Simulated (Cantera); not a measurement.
A closed system holds: 1 mol Si, 2.3 mol HCl, 1.6 mol H₂, held at 0.100 bar.

Equilibrium computed with Cantera from the NASA thermochemical tables; the gas is ideal and each condensed phase is pure. Candidate condensed phases: Si; 19 gas species. The tables' values for SiCl₃ are old estimates; treat these amounts as uncertain. Equilibrium is a limit: real reactors are often held back by kinetics, nucleation or transport.

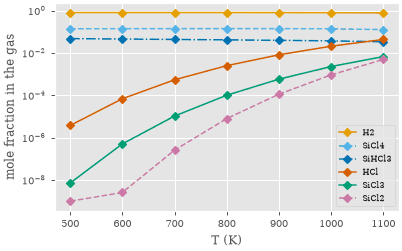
Figure. Equilibrium gas composition (values under 1e-9 drawn at 1e-9)

**Question.** Read off the mole fractions at 1000 K.

**Answer.** H₂ about 0.80, SiCl₄ about 0.14, SiHCl₃ about 0.037, HCl about 0.021, SiCl₃ about 0.0023, SiCl₂ about 0.00092.
